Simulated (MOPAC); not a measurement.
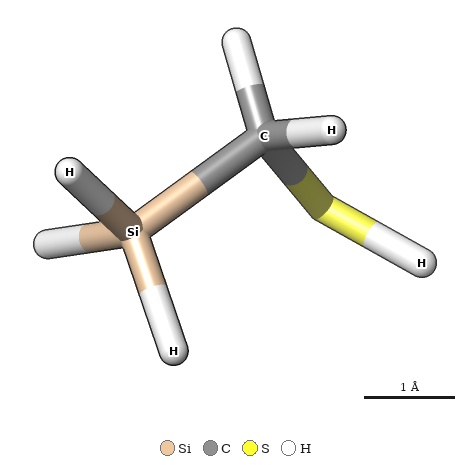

*The structure as given in the input (stick view, seen at a tilt).*

**Run report: CH$_{6}$SSi, frequency calculation (part 1 of 3)**

CH$_{6}$SSi, SMILES [SiH3]CS, computed with PM6-D3H4X, closed shell, dispersion D3H4X, COSMO solvent acetonitrile (MOPAC 23.2.5).

The geometry was optimised with PM6-D3H4X.

The input (ch6ssi.mop)
```
PM6-D3H4X THERMO EPS=35.7 ISOTOPE FORCE SINGLET AUX(PRECISION=6) T=10M THREADS=1
job CH6SSi
[SiH3]CS
Si    -0.887526 +1     0.177281 +1    -0.668917 +1
C      0.871233 +1    -0.017547 +1    -0.056889 +1
S      0.723794 +1    -1.106803 +1     1.374584 +1
H     -1.507606 +1    -1.145880 +1    -0.926776 +1
H     -0.851231 +1     0.933203 +1    -1.945784 +1
H     -1.697881 +1     0.952449 +1     0.302972 +1
H      1.534272 +1    -0.515033 +1    -0.813839 +1
H      1.337156 +1     0.969070 +1     0.201724 +1
H      0.874125 +1    -0.247094 +1     2.411614 +1
```

Run on 1 thread of Arm Neoverse N1, 98 GiB of memory available, shared host.

Run as:
```bash
mopac ch6ssi.mop
```

What the program printed
```
MOPAC v23.2.5
PM6-D3H4X CALCULATION RESULTS

 *  PM6-D3H4   - CORRECT DISPERSION AND HYDROGEN BOND TERMS USING THE D3H4 METHOD
 *  SINGLET    - SPIN STATE DEFINED AS A SINGLET
 *  EPS=35.7   - USE COSMO IMPLICIT SOLVATION MODEL
 *  FORCE      - FORCE CALCULATION SPECIFIED
 *  THREADS=1  - MULTI-THREADING NOT USED
 *  AUX        - OUTPUT AUXILIARY INFORMATION
 *  ISOTOPE    - SAVE THE FORCE MATRIX FOR USE LATER
 *  THERMO     - THERMODYNAMIC QUANTITIES TO BE CALCULATED
PM6-D3H4X THERMO EPS=35.7 ISOTOPE FORCE SINGLET AUX(PRECISION=6) T=10M THREADS=1
 job CH6SSi
 [SiH3]CS
   ATOM   CHEMICAL          X               Y               Z
  NUMBER   SYMBOL      (ANGSTROMS)     (ANGSTROMS)     (ANGSTROMS)

     1      Si         -0.88752600  *   0.17728100  *  -0.66891700  *
     2       C          0.87123300  *  -0.01754700  *  -0.05688900  *
     3       S          0.72379400  *  -1.10680300  *   1.37458400  *
     4       H         -1.50760600  *  -1.14588000  *  -0.92677600  *
     5       H         -0.85123100  *   0.93320300  *  -1.94578400  *
     6       H         -1.69788100  *   0.95244900  *   0.30297200  *
     7       H          1.53427200  *  -0.51503300  *  -0.81383900  *
     8       H          1.33715600  *   0.96907000  *   0.20172400  *
     9       H          0.87412500  *  -0.24709400  *   2.41161400  *

          CARTESIAN COORDINATES

    NO.       ATOM           X           Y           Z

     1        Si         -0.8875      0.1773     -0.6689
     2         C          0.8712     -0.0175     -0.0569
     3         S          0.7238     -1.1068      1.3746
     4         H         -1.5076     -1.1459     -0.9268
     5         H         -0.8512      0.9332     -1.9458
     6         H         -1.6979      0.9524      0.3030
     7         H          1.5343     -0.5150     -0.8138
     8         H          1.3372      0.9691      0.2017
     9         H          0.8741     -0.2471      2.4116

           Empirical Formula: C H6 Si S  =     9 atoms

      MOLECULAR POINT GROUP   :   C1

 SINGLET STATE CALCULATION

      RHF CALCULATION, NO. OF DOUBLY OCCUPIED LEVELS = 10

          HEAT OF FORMATION =      -9.792763 KCALS/MOLE

          CARTESIAN COORDINATE DERIVATIVES

   NUMBER  ATOM         X            Y            Z

     1      Si      0.088410    -0.355762     0.179981
     2       C      0.104198     1.556251    -0.719096
     3       S     -0.208116    -2.405564    -0.903343
     4       H      0.157864    -0.010065    -0.042059
     5       H     -0.203469    -0.028431     0.265979
     6       H     -0.321316    -0.138965    -0.292320
     7       H     -0.078128     0.186079     0.249790
     8       H      0.117196    -0.246363     0.596652
     9       H      0.343361     1.442819     0.664417

 DIPOLE           X         Y         Z       TOTAL
 POINT-CHG.    -0.841    -1.231    -1.701     2.262
 HYBRID         1.161    -0.300     0.235     1.222
 SUM            0.320    -1.531    -1.466     2.144

          GRADIENT NORM =   3.64487

                              **** WARNING ****

           GRADIENT IS VERY LARGE FOR A THERMO CALCULATION
           RESULTS ARE LIKELY TO BE INACCURATE IF THERE ARE
           ANY LOW-LYING VIBRATIONS (LESS THAN ABOUT 400CM-1)
           GRADIENT NORM SHOULD BE LESS THAN ABOUT 1.0 FOR THERMO
           TO GIVE ACCURATE RESULTS

          TIME FOR SCF CALCULATION =    0.02

          TIME FOR DERIVATIVES     =    0.01

          MOLECULAR WEIGHT =   78.20

          ROTATIONAL CONSTANTS IN CM(-1)

          A =    0.63025645   B =    0.11391499   C =    0.10389554

           PRINCIPAL MOMENTS OF INERTIA IN UNITS OF 10**(-40)*GRAM-CM**2

          A =       44.4149   B =      245.7337   C =      269.4317

          ORIENTATION OF MOLECULE IN FORCE CALCULATION

    NO.       ATOM         X         Y         Z

     1         Si      -1.3112   -0.7281    0.0160
     2          C       0.5612   -0.7281    0.0160
     3          S       1.0039    1.0215    0.0160
     4          H      -1.8402    0.0708    1.1489
     5          H      -1.7731   -2.1295    0.1764
     6          H      -1.8353   -0.2146   -1.2739
     7          H       0.9883   -1.2017    0.9398
     8          H       0.9807   -1.2762   -0.8678
     9          H       1.3947    1.2232   -1.2661

    FIRST DERIVATIVES WILL BE USED IN THE CALCULATION OF SECOND DERIVATIVES

          ESTIMATED TIME TO COMPLETE CALCULATION =        1.27 SECONDS

    FOR POINT-GROUP C1   THERE ARE   1 UNIQUE SYMMETRY FUNCTIONS.

 STEP:   1 TIME =     0.02 SECS, INTEGRAL =      0.02 TIME LEFT:    599.96
 STEP:   2 TIME =     0.02 SECS, INTEGRAL =      0.03 TIME LEFT:    599.95
 STEP:   3 TIME =     0.02 SECS, INTEGRAL =      0.05 TIME LEFT:    599.92
 STEP:   4 TIME =     0.02 SECS, INTEGRAL =      0.07 TIME LEFT:    599.91
 STEP:   5 TIME =     0.02 SECS, INTEGRAL =      0.09 TIME LEFT:    599.89
 STEP:   6 TIME =     0.02 SECS, INTEGRAL =      0.11 TIME LEFT:    599.87
 STEP:   7 TIME =     0.02 SECS, INTEGRAL =      0.12 TIME LEFT:    599.85
 STEP:   8 TIME =     0.02 SECS, INTEGRAL =      0.14 TIME LEFT:    599.84
 STEP:   9 TIME =     0.02 SECS, INTEGRAL =      0.16 TIME LEFT:    599.82
 STEP:  10 TIME =     0.02 SECS, INTEGRAL =      0.18 TIME LEFT:    599.80
 STEP:  11 TIME =     0.02 SECS, INTEGRAL =      0.20 TIME LEFT:    599.78
 STEP:  12 TIME =     0.02 SECS, INTEGRAL =      0.21 TIME LEFT:    599.77
 STEP:  13 TIME =     0.02 SECS, INTEGRAL =      0.23 TIME LEFT:    599.75
 STEP:  14 TIME =     0.02 SECS, INTEGRAL =      0.24 TIME LEFT:    599.73
 STEP:  15 TIME =     0.02 SECS, INTEGRAL =      0.26 TIME LEFT:    599.72
 STEP:  16 TIME =     0.02 SECS, INTEGRAL =      0.27 TIME LEFT:    599.70
 STEP:  17 TIME =     0.02 SECS, INTEGRAL =      0.29 TIME LEFT:    599.69
 STEP:  18 TIME =     0.02 SECS, INTEGRAL =      0.30 TIME LEFT:    599.67
 STEP:  19 TIME =     0.02 SECS, INTEGRAL =      0.32 TIME LEFT:    599.66
 STEP:  20 TIME =     0.02 SECS, INTEGRAL =      0.34 TIME LEFT:    599.64
 STEP:  21 TIME =     0.02 SECS, INTEGRAL =      0.35 TIME LEFT:    599.62
 STEP:  22 TIME =     0.02 SECS, INTEGRAL =      0.37 TIME LEFT:    599.61
 STEP:  23 TIME =     0.02 SECS, INTEGRAL =      0.38 TIME LEFT:    599.59
 STEP:  24 TIME =     0.02 SECS, INTEGRAL =      0.40 TIME LEFT:    599.58
 STEP:  25 TIME =     0.02 SECS, INTEGRAL =      0.42 TIME LEFT:    599.55
 STEP:  26 TIME =     0.02 SECS, INTEGRAL =      0.44 TIME LEFT:    599.54
 STEP:  27 TIME =     0.02 SECS, INTEGRAL =      0.45 TIME LEFT:    599.52

(To convert to Hartree/Bohr^2, multiply by (10^(-21) x N x a0^2)/(4.184 x 627.51) =  0.0642)

           FORCE MATRIX IN MILLIDYNES/ANGSTROM

                 Si  1       C  2       S  3       H  4       H  5       H  6
 ------------------------------------------------------------------------------
    Si    1   7.994883
     C    2   2.582991   8.423977
     S    3   0.315704   2.390095   5.827333
     H    4   2.526375   0.207276   0.161286   2.605356
     H    5   2.536305   0.172798   0.041376   0.191823   2.611927
     H    6   2.521166   0.201629   0.028259   0.182036   0.191993   2.607404
     H    7   0.430360   3.284617   0.523519   0.021357   0.013442   0.030669
     H    8   0.447081   3.276133   0.574488   0.036269   0.016958   0.020076
     H    9   0.117438   0.351222   3.982588   0.098562   0.008765   0.007279

                  H  7       H  8       H  9
 ------------------------------------------
     H    7   4.035261
     H    8   0.556546   4.038137
     H    9   0.048739   0.028741   4.006368

          HEAT OF FORMATION =      -9.792763 KCALS/MOLE

          ZERO POINT ENERGY      35.393 KCAL/MOL

         NOTE: SYSTEM IS NOT A GROUND STATE, THEREFORE ZERO POINT
         ENERGY IS NOT MEANINGFULL. ZERO POINT ENERGY PRINTED
         DOES NOT INCLUDE THE  1 IMAGINARY FREQUENCIES

           NORMAL COORDINATE ANALYSIS (Total motion = 1 Angstrom)

   Root No.       1         2         3         4         5         6         7         8

                 1 A       2 A       3 A       4 A       5 A       6 A       7 A       8 A

                -590.3     121.1     158.1     490.0     580.5     695.1     729.8     779.2

           1    0.0007   -0.0587    0.0076   -0.0001    0.0160   -0.0063   -0.0513   -0.0241
           2    0.0025   -0.0623    0.0084    0.0003    0.0275   -0.0004    0.0123   -0.0057
           3    0.0134    0.0016    0.0013    0.0092   -0.0015    0.0203   -0.0033   -0.0109
           4    0.0069   -0.0570    0.0076   -0.0006   -0.0112    0.0121    0.0898    0.0695
           5    0.0040    0.0709   -0.0103    0.0026    0.0354    0.0083   -0.0868    0.0963
           6   -0.0220   -0.0172   -0.0352    0.0264   -0.0007   -0.0454    0.0116    0.0282
           7   -0.0235    0.0794   -0.0107    0.0012   -0.0070    0.0006    0.0089   -0.0071
           8    0.0013    0.0331   -0.0053    0.0004   -0.0285   -0.0089    0.0248   -0.0450
           9   -0.0086    0.0057    0.0145   -0.0038    0.0004   -0.0017   -0.0021   -0.0039
          10   -0.0179   -0.1015    0.0150   -0.1850   -0.1839   -0.1749   -0.1436    0.0950
          11   -0.0656   -0.0149    0.2098   -0.0162   -0.1001   -0.0210   -0.0365    0.0314
          12    0.0216   -0.0488   -0.1391   -0.0673   -0.0087   -0.0472   -0.0095    0.0178
          13    0.0194    0.0561   -0.0042   -0.0073    0.3680   -0.0442    0.1051   -0.1113
          14   -0.0065   -0.0899    0.0409   -0.0077   -0.0913    0.0061   -0.0420    0.0272
          15   -0.0040    0.0971    0.2510   -0.0846    0.0040   -0.0336    0.0050    0.0144
          16   -0.0237   -0.1079    0.0058    0.1942   -0.1402    0.1914   -0.1591   -0.0918
          17    0.0142   -0.1760   -0.2117    0.0050   -0.0954    0.0170   -0.0331    0.0157
          18    0.0280   -0.0234   -0.0858   -0.0706    0.0157   -0.0548    0.0213    0.0230
          19    0.0245   -0.0672    0.0352    0.1786   -0.0532   -0.1045    0.1584    0.2023
          20   -0.0212    0.0419   -0.0391   -0.0633    0.0098    0.0886   -0.0343    0.1397
          21   -0.0430   -0.0226   -0.0640   -0.1052    0.0140    0.0639   -0.0128   -0.0102
          22   -0.0297   -0.0743   -0.0150   -0.1891   -0.0434    0.1365    0.1165   -0.0316
          23    0.0029    0.0641    0.0225    0.0497   -0.0189   -0.0598   -0.0373    0.0404
          24   -0.0384   -0.0257   -0.0663   -0.1075    0.0118    0.0704    0.0110    0.0065
          25    0.6708    0.0855    0.0001   -0.0187   -0.0352    0.0063   -0.0002    0.0063
          26   -0.0806    0.0135    0.0354   -0.0207    0.0142    0.1649    0.0840    0.1900
          27    0.1975    0.0035    0.0246   -0.0137   -0.0011    0.0303    0.0048    0.0409

   Root No.       9        10        11        12        13        14        15        16

                 9 A      10 A      11 A      12 A      13 A      14 A      15 A      16 A

                 826.4     899.6     919.1     927.0     967.3    1100.5    1271.8    2108.2

           1    0.0143    0.0191   -0.0278    0.0023   -0.0016    0.0094    0.0011   -0.0123
           2   -0.0003   -0.0208   -0.0073   -0.0038    0.0014    0.0056    0.0015    0.0014
           3   -0.0073    0.0043    0.0010   -0.0214   -0.0002   -0.0002   -0.0001   -0.0006
           4   -0.0464   -0.0094    0.0034   -0.0020    0.0076   -0.0889    0.0228    0.0003
           5   -0.0424   -0.0015   -0.0010    0.0002    0.0017   -0.0230   -0.0456   -0.0006
           6    0.0185   -0.0015   -0.0027    0.0050   -0.0488    0.0037    0.0007    0.0003
           7    0.0054   -0.0005   -0.0018    0.0007   -0.0010    0.0038    0.0005    0.0006
           8    0.0088    0.0007   -0.0019    0.0005    0.0062   -0.0085   -0.0040    0.0002
           9   -0.0058   -0.0002    0.0004    0.0002    0.0166   -0.0008    0.0005   -0.0000
          10    0.0861   -0.1809    0.2137   -0.1120   -0.0100   -0.0206   -0.0153    0.1215
          11   -0.0084    0.2677    0.1742   -0.1928   -0.0106   -0.0160   -0.0113   -0.1836
          12    0.0272   -0.2883   -0.0117    0.0685    0.0048    0.0077    0.0038   -0.2619
          13    0.0265   -0.0170    0.3104   -0.0085   -0.0101    0.0238   -0.0006    0.0850
          14   -0.0031   -0.0060   -0.1130    0.0507    0.0027    0.0001    0.0029    0.2600
          15    0.0054   -0.0395    0.0232    0.4234   -0.0118   -0.0045   -0.0000   -0.0296
          16   -0.0201   -0.1979    0.2233    0.0733   -0.0071   -0.0125   -0.0091    0.1225
          17   -0.0247    0.2951    0.1846    0.2370   -0.0160   -0.0183   -0.0095   -0.1194
          18   -0.0010    0.2141   -0.0259    0.0528   -0.0062   -0.0015    0.0011    0.3019
          19    0.0557    0.0009    0.0191    0.0213    0.1641    0.3381   -0.1440    0.0014
          20    0.0838    0.0191    0.0296    0.0015    0.2818    0.2014    0.3454    0.0025
          21    0.0363    0.0081    0.0020   -0.0055    0.0346   -0.0632    0.2457   -0.0032
          22   -0.2057   -0.0182    0.0105   -0.0226   -0.1214    0.3268   -0.1539    0.0016
          23   -0.1813   -0.0188    0.0083   -0.0042   -0.2723    0.2080    0.3155    0.0037
          24    0.0295    0.0030    0.0005   -0.0037    0.0711    0.0422   -0.2707    0.0041
          25    0.0423    0.0088    0.0147   -0.0120   -0.0300    0.0204    0.0064   -0.0116
          26    0.3652    0.0197   -0.0085   -0.0046   -0.2425    0.0145   -0.0154   -0.0023
          27    0.0685    0.0064    0.0042   -0.0037   -0.0333    0.0064   -0.0010    0.0021

   Root No.      17        18        19        20        21

                17 A      18 A      19 A      20 A      21 A

                2119.5    2121.4    2593.8    2621.5    2728.3
```
